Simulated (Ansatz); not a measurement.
# BCl₂HO: geometry and vibrations

What shape does BCl₂HO take? The plan is to relax it, then compute its harmonic vibrations to see whether it is a minimum and to get the zero-point energy and entropy, and look at its orbitals and charge.

Method: RKS PBE0-D4/def2-TZVP; program: Ansatz 0.2.0, Gaussian basis.

Plan: relaxation at PBE-D4/def2-SVP; relaxation at PBE0-D4/def2-TZVP; harmonic vibrations at the same level; a single point in def2-TZVPP for the fields.

### 1 The starting structure

5 atoms, charge 0, spin multiplicity 1.

Atoms are counted from 1 here; the program's logs count them from 0.

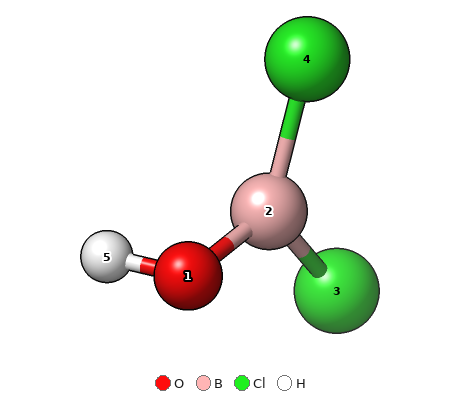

The starting geometry (oxygen red, boron pink, chlorine green, hydrogen white); atoms are numbered from 1 in the order of the file.

Geometry (Å):

```mol
BCl2HO
  3D, bonds by distance, orders not assigned

  5  4  0  0  0  0  0  0  0  0999 V2000
    1.0692    0.5799   -0.0749 O   0  0
   -0.1097   -0.3064   -0.0893 B   0  0
   -0.3861   -1.4544    1.3147 Cl  0  0
   -1.1949   -0.3284   -1.5215 Cl  0  0
    0.6714    1.4356    0.3296 H   0  0
  1  2  8  0
  2  3  8  0
  2  4  8  0
  1  5  8  0
M  END
```

The start is a force-field geometry with small random shifts, so a cheaper pass at PBE-D4/def2-SVP comes first.

### 2 Geometry optimisation, PBE-D4/def2-SVP (cheap first pass)

Contents of in.yaml:

```yaml
crystal:
  periodic: [false, false, false]
  atoms:
    - {symbol: O, position_ang: [1.069200, 0.579900, -0.074900]}
    - {symbol: B, position_ang: [-0.109700, -0.306400, -0.089300]}
    - {symbol: Cl, position_ang: [-0.386100, -1.454400, 1.314700]}
    - {symbol: Cl, position_ang: [-1.194900, -0.328400, -1.521500]}
    - {symbol: H, position_ang: [0.671400, 1.435600, 0.329600]}
basis:
  gaussian: {orbitals: def2-SVP}
hamiltonian: {xc: pbe, dispersion: d4}
relax: {f_tol: 0.03, max_steps: 200}
```

Started as:

```console
ansatz run in.yaml --threads 2 --pin off --events-out ev --progress --plain --max-ram 22528MiB --backend cpu
```

Output (excerpt; [...] marks lines left out):

```text
Functional definition: PBE
  name "PBE"
  cite "Perdew, Burke & Ernzerhof, Phys. Rev. Lett. 77, 3865 (1996) doi:10.1103/PhysRevLett.77.3865"
  parent pbe
[...]
745 factors; their error is unknown
[...]
mean field -27764.55729958 eV, -1020.3286612666 hartree, gradient 5.6e-5 eV, S^2 0.000000; 0 other end points of the search recorded, 0 dependent functions left out
[...]
reference -27764.55732488 eV, -1020.3286621966 hartree; 24, 24 occupied and 45, 45 virtual orbitals, 745 factors
relax step   1: F+E_penalty+E_count = -27764.67111430 eV  Δ(F+E_penalty+E_count) = +0.000e0 eV  max|allowed force component| = 3.649e0 eV/Å  Δτ_max = 0.0000 Å  (24 SCF iters, accepted)
[...]
relax step   7: F+E_penalty+E_count = -27765.48057323 eV  Δ(F+E_penalty+E_count) = -1.975e-2 eV  max|allowed force component| = 6.473e-2 eV/Å  Δτ_max = 0.0756 Å  (25 SCF iters, accepted)
[...]
relax step   8: F+E_penalty+E_count = -27765.48099176 eV  Δ(F+E_penalty+E_count) = -4.185e-4 eV  max|allowed force component| = 6.384e-3 eV/Å  Δτ_max = 0.0048 Å  (25 SCF iters, accepted)
745 factors; their error is unknown
[...]
mean field -27765.36502182 eV, -1020.3583445116 hartree, gradient 6.6e-5 eV, S^2 0.000000; 1 other end points of the search recorded, 0 dependent functions left out
[...]
reference -27765.36504641 eV, -1020.3583454151 hartree; 24, 24 occupied and 45, 45 virtual orbitals, 745 factors
Total energy: -27765.48101634 eV, -1020.3626072316 hartree
Atom 0 at     0.786473     0.660998     0.394291 Å, force    -0.002747    -0.000137    -0.004225 eV/Å
Atom 1 at    -0.122293    -0.286627     0.074028 Å, force    -0.006384    -0.004924    -0.003353 eV/Å
Atom 2 at    -0.311689    -1.668523     1.147048 Å, force     0.003112     0.004025     0.000310 eV/Å
Atom 3 at    -1.116188    -0.161270    -1.393992 Å, force     0.003896     0.001532     0.003564 eV/Å
Atom 4 at     0.813597     1.381723    -0.262775 Å, force     0.002123    -0.000496     0.003703 eV/Å
Dipole moment:     0.103834     0.336489    -0.183140 e Å
```

It took 8 s on 2 threads of AMD EPYC 7R13, shared host.

The steps of the relaxation:

| step | energy from step 1 (eV) | largest force component (eV/Å) |
| --- | --- | --- |
| 1 | 0.0000 | 3.6492 |
| 2 | -0.2406 | 1.9067 |
| 3 | -0.3692 | 0.9517 |
| 4 | -0.4624 | 0.4943 |
| 5 | -0.6029 | 1.8814 |
| 6 | -0.7897 | 0.4020 |
| 7 | -0.8095 | 0.0647 |
| 8 | -0.8099 | 0.0064 |

Distances of close pairs at the start and the end, largest changes first:

| bond | before (Å) | after (Å) | change (Å) |
| --- | --- | --- | --- |
| O1–B2 | 1.475 | 1.351 | -0.124 |
| B2–Cl3 | 1.835 | 1.760 | -0.075 |
| O1–H5 | 1.027 | 0.976 | -0.051 |
| B2–Cl4 | 1.797 | 1.777 | -0.020 |

### 3 Relaxation at PBE0-D4/def2-TZVP

Contents of in.yaml:

```yaml
crystal:
  periodic: [false, false, false]
  atoms:
    - {symbol: O, position_ang: [0.786473, 0.660998, 0.394291]}
    - {symbol: B, position_ang: [-0.122293, -0.286627, 0.074028]}
    - {symbol: Cl, position_ang: [-0.311689, -1.668523, 1.147048]}
    - {symbol: Cl, position_ang: [-1.116188, -0.161270, -1.393992]}
    - {symbol: H, position_ang: [0.813597, 1.381723, -0.262775]}
basis:
  gaussian: {orbitals: def2-TZVP}
hamiltonian: {xc: pbe0, dispersion: d4}
relax: {f_tol: 0.005, max_steps: 150}
```

The command is unchanged.

Output (excerpt; [...] marks lines left out):

```text
Functional definition: PBE0
  name "PBE0"
  cite "Adamo & Barone, J. Chem. Phys. 110, 6158 (1999) doi:10.1063/1.478522"
  cite "Perdew, Burke & Ernzerhof, Phys. Rev. Lett. 77, 3865 (1996) doi:10.1103/PhysRevLett.77.3865"
  parent pbe
[...]
900 factors; their error is unknown
[...]
mean field -27779.29103527 eV, -1020.8701160663 hartree, gradient 2.6e-5 eV, S^2 0.000000; 0 other end points of the search recorded, 0 dependent functions left out
[...]
reference -27779.29106024 eV, -1020.8701169840 hartree; 24, 24 occupied and 118, 118 virtual orbitals, 900 factors
relax step   1: F+E_penalty+E_count = -27779.38811396 eV  Δ(F+E_penalty+E_count) = +0.000e0 eV  max|allowed force component| = 6.190e-1 eV/Å  Δτ_max = 0.0000 Å  (26 SCF iters, accepted)
[...]
900 factors; their error is unknown
[...]
mean field -27779.30476050 eV, -1020.8706204592 hartree, gradient 5.8e-5 eV, S^2 0.000000; 1 other end points of the search recorded, 0 dependent functions left out
[...]
reference -27779.30478538 eV, -1020.8706213736 hartree; 24, 24 occupied and 118, 118 virtual orbitals, 900 factors
Total energy: -27779.40220548 eV, -1020.8742014965 hartree
Atom 0 at     0.777188     0.657495     0.384924 Å, force     0.000078     0.000418    -0.000337 eV/Å
Atom 1 at    -0.122777    -0.285650     0.072415 Å, force    -0.000275     0.000041    -0.000194 eV/Å
Atom 2 at    -0.309904    -1.655662     1.137136 Å, force    -0.000003    -0.000211     0.000119 eV/Å
Atom 3 at    -1.109941    -0.165273    -1.381706 Å, force     0.000091    -0.000046     0.000108 eV/Å
Atom 4 at     0.815333     1.375391    -0.254168 Å, force     0.000110    -0.000203     0.000305 eV/Å
Dipole moment:     0.091506     0.316202    -0.180227 e Å
```

It took 15 s on 2 threads of AMD EPYC 7R13, shared host.

Step by step:

| step | energy from step 1 (eV) | largest force component (eV/Å) |
| --- | --- | --- |
| 1 | 0.0000 | 0.6190 |
| 2 | -0.0117 | 0.2211 |
| 3 | -0.0139 | 0.0316 |
| 4 | -0.0140 | 0.0526 |
| 5 | -0.0131 | 0.0957 |
| 6 | -0.0141 | 0.0004 |

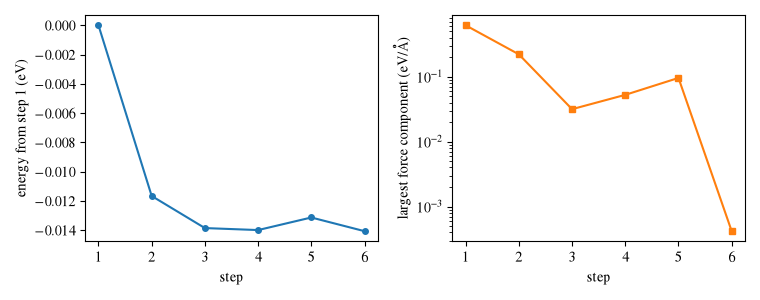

Energy and largest force along the relaxation.

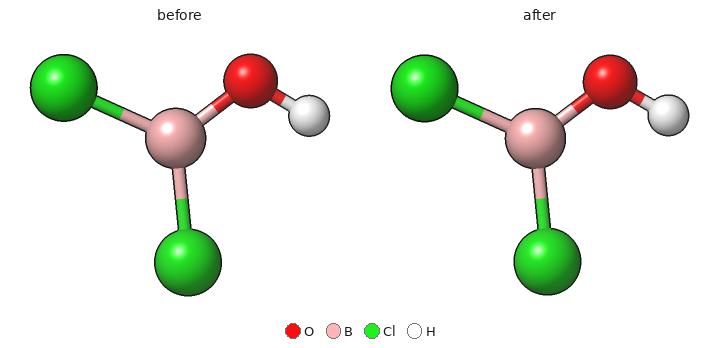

The geometry before (left) and after (right).

Distances of close pairs at the start and the end, largest changes first:

| bond | before (Å) | after (Å) | change (Å) |
| --- | --- | --- | --- |
| B2–Cl4 | 1.777 | 1.762 | -0.016 |
| B2–Cl3 | 1.760 | 1.745 | -0.015 |
| O1–H5 | 0.976 | 0.962 | -0.014 |
| O1–B2 | 1.351 | 1.341 | -0.011 |

Mulliken charges at the end point, from the run's report:

| atom | value (e) |
| --- | --- |
| O1 | -0.36 |
| B2 | 0.28 |
| Cl3 | -0.13 |
| Cl4 | -0.14 |
| H5 | 0.34 |

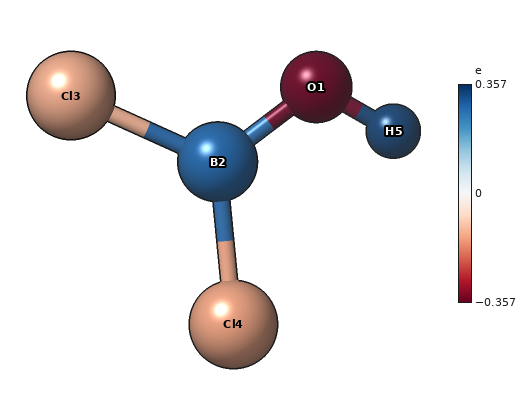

Mulliken charges at the end point, from the run's report, as colours on the atoms.

### 4 Harmonic vibrations

Contents of in.yaml:

```yaml
crystal:
  periodic: [false, false, false]
  atoms:
    - {symbol: O, position_ang: [0.777188, 0.657495, 0.384924]}
    - {symbol: B, position_ang: [-0.122777, -0.285650, 0.072415]}
    - {symbol: Cl, position_ang: [-0.309904, -1.655662, 1.137136]}
    - {symbol: Cl, position_ang: [-1.109941, -0.165273, -1.381706]}
    - {symbol: H, position_ang: [0.815333, 1.375391, -0.254168]}
basis:
  gaussian: {orbitals: def2-TZVP}
hamiltonian: {xc: pbe0, dispersion: d4}
phonons: {temperatures: {t_min: 298.15, t_max: 900, t_step: 200}}
```

Launched as before.

Output (excerpt; [...] marks lines left out):

```text
Functional definition: PBE0
  name "PBE0"
  cite "Adamo & Barone, J. Chem. Phys. 110, 6158 (1999) doi:10.1063/1.478522"
  cite "Perdew, Burke & Ernzerhof, Phys. Rev. Lett. 77, 3865 (1996) doi:10.1103/PhysRevLett.77.3865"
  parent pbe
[...]
900 factors; their error is unknown
[...]
mean field -27779.30476011 eV, -1020.8706204449 hartree, gradient 2.5e-5 eV, S^2 0.000000; 0 other end points of the search recorded, 0 dependent functions left out
[...]
reference -27779.30478499 eV, -1020.8706213591 hartree; 24, 24 occupied and 118, 118 virtual orbitals, 900 factors
[...]
900 factors; their error is unknown
mean field -27779.30469669 eV, -1020.8706181143 hartree, gradient 2.8e-6 eV, S^2 0.000000; 0 other end points of the search recorded, 0 dependent functions left out
[...]
reference -27779.30472157 eV, -1020.8706190286 hartree; 24, 24 occupied and 118, 118 virtual orbitals, 900 factors
[...]
900 factors; their error is unknown
[...]
mean field -27779.30468680 eV, -1020.8706177508 hartree, gradient 2.8e-6 eV, S^2 0.000000; 0 other end points of the search recorded, 0 dependent functions left out
[...]
reference -27779.30471168 eV, -1020.8706186652 hartree; 24, 24 occupied and 118, 118 virtual orbitals, 900 factors
Total energy: -27779.40220509 eV, -1020.8742014821 hartree
Atom 0 at     0.777188     0.657495     0.384924 Å, force     0.000079     0.000436    -0.000356 eV/Å
Atom 1 at    -0.122777    -0.285650     0.072415 Å, force    -0.000274     0.000055    -0.000196 eV/Å
Atom 2 at    -0.309904    -1.655662     1.137136 Å, force    -0.000004    -0.000223     0.000125 eV/Å
Atom 3 at    -1.109941    -0.165273    -1.381706 Å, force     0.000091    -0.000046     0.000106 eV/Å
Atom 4 at     0.815333     1.375391    -0.254168 Å, force     0.000108    -0.000222     0.000320 eV/Å
Dipole moment:     0.091505     0.316201    -0.180227 e Å
Vibrations: 264.88 354.74 507.27 565.88 583.58 866.99 1128.96 1382.90 3870.22 cm⁻¹, zero-point energy 0.590500 eV
```

It took 54 s on 2 threads of AMD EPYC 7R13, shared host.

Motions are named by where the mode's potential energy lies. The modes, unscaled (a negative number is an imaginary wavenumber):

| mode | cm⁻¹ | motion |
| --- | --- | --- |
| 1 | 265 | bend |
| 2 | 355 | bend |
| 3 | 507 | torsion with out-of-plane bend |
| 4 | 566 | B–Cl stretch |
| 5 | 584 | torsion |
| 6 | 867 | B–Cl stretch with bend |
| 7 | 1129 | bend |
| 8 | 1383 | B–O stretch |
| 9 | 3870 | O–H stretch |

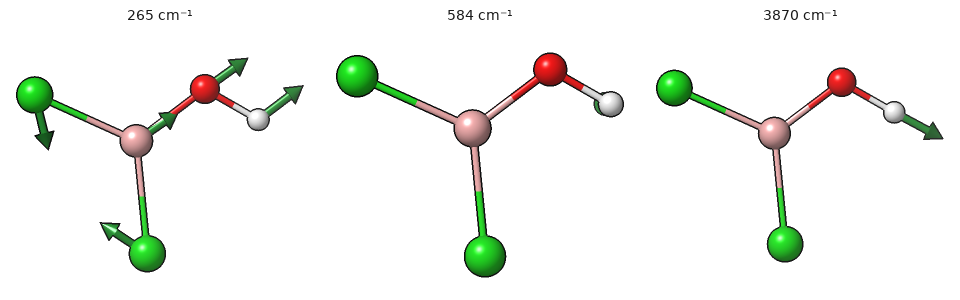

How the atoms move in 3 of the modes.

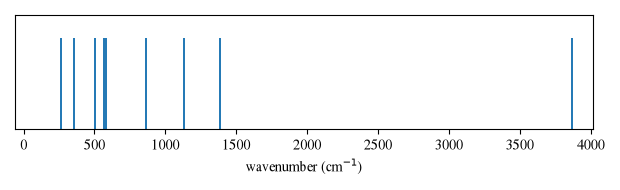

The harmonic wavenumbers as sticks (no intensities were computed).

From these modes and the moments of inertia (298.15 K, 1 bar, symmetry number 1):

| term | value |
| --- | --- |
| zero-point energy | 57.0 kJ/mol |
| H(298) − E | 70.8 kJ/mol |
| entropy, translation | 166.1 J/(mol K) |
| entropy, rotation | 110.1 J/(mol K) |
| entropy, vibration | 19.4 J/(mol K) |
| entropy, total | 295.7 J/(mol K) |

### 5 A single point for the fields

in.yaml: that of step 4 with these lines changed.

```diff
@@ -9,4 +9,4 @@
 basis:
-  gaussian: {orbitals: def2-TZVP}
+  gaussian: {orbitals: def2-TZVPP}
 hamiltonian: {xc: pbe0, dispersion: d4}
-phonons: {temperatures: {t_min: 298.15, t_max: 900, t_step: 200}}
+output: {orbitals: {seedname: orbitals}}
```

The command is unchanged.

Output:

```text
Functional definition: PBE0
  name "PBE0"
  cite "Adamo & Barone, J. Chem. Phys. 110, 6158 (1999) doi:10.1063/1.478522"
  cite "Perdew, Burke & Ernzerhof, Phys. Rev. Lett. 77, 3865 (1996) doi:10.1103/PhysRevLett.77.3865"
  parent pbe
  parameter a = 0.25
  parameter kappa = 0.804
  parameter beta = 0.06672455060314922
  exchange = (1 - a)*pbe_x(kappa = kappa, mu = beta*pi^2/3) + a*exact_x
  correlation = pbe_c(beta = beta)
1029 factors; their error is unknown
mean field evaluation 1: about -27775.4008 eV, gradient 4.9e1 eV
mean field evaluation 2: about -27768.1760 eV, gradient 8.0e1 eV
mean field evaluation 4: about -27779.2659 eV, gradient 2.2e0 eV
mean field evaluation 8: about -27779.2743 eV, gradient 3.5e-2 eV
mean field evaluation 16: about -27779.3462 eV, gradient 1.4e-5 eV
mean field -27779.34616397 eV, -1020.8721420088 hartree, gradient 1.4e-5 eV, S^2 0.000000; 0 other end points of the search recorded, 0 dependent functions left out
reference -27779.34618909 eV, -1020.8721429320 hartree; 24, 24 occupied and 136, 136 virtual orbitals, 1029 factors
Total energy: -27779.44360920 eV, -1020.8757230550 hartree
```

Wall time 1.8 s (2 threads of AMD EPYC 7R13, shared host); peak memory 0.38 GiB.

Orbitals, density, ELF and potential are computed afterwards from the orbital file.

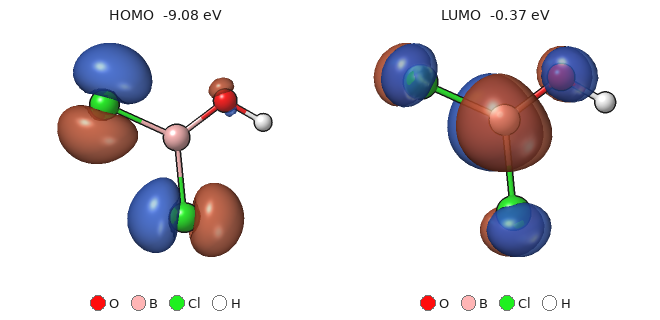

PBE0-D4/def2-TZVPP orbitals near the gap, drawn at the value that encloses 70 % of each; the two colours are the two signs.

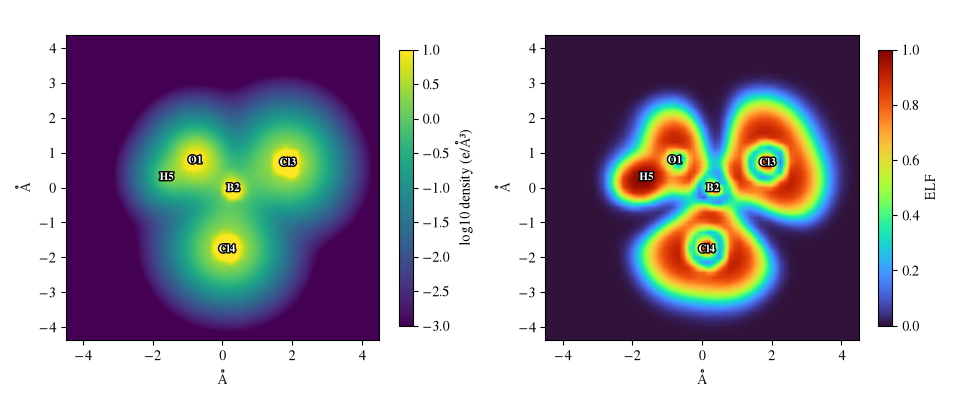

Density (left) and ELF (right) in a plane through or near 5 of the atoms.

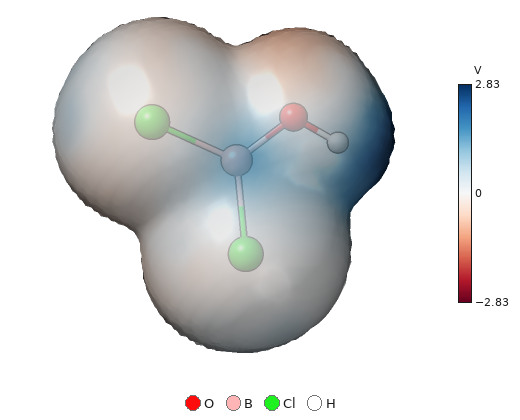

Electrostatic potential on the surface of density 0.002 e/bohr³; red is low, blue high. It runs, from the 1st to the 99th percentile, from -0.79 V near O1 to 2.83 V near H5.

### 6 Summary of results

```
                  quantity            value
               point group               Cs
                     steps            8 + 6
shift from the start (rms)          0.405 Å
              total energy   -27779.4022 eV
           dispersion term          -97 meV
             dipole moment           1.80 D
lowest, highest wavenumber   265, 3870 cm⁻¹
         zero-point energy      57.0 kJ/mol
       entropy at 298.15 K  295.7 J/(mol K)
                HOMO, LUMO  -9.08, -0.37 eV
```

**Reading.** The atoms moved 0.41 Å (rms) from the start; the bond that changed most is O1–B2, from 1.475 to 1.341 Å. All wavenumbers are real, so the end point is a minimum. The stiffest mode, 3870 cm⁻¹, is an O–H stretch. Harmonic hybrid wavenumbers usually lie a few per cent above measured fundamentals. The largest Mulliken charge, -0.36 e, sits on O1. The HOMO lies mostly on Cl3 54 %; Cl4 41 % and the LUMO on B2 58 %; Cl3, Cl4 about 14 % each.
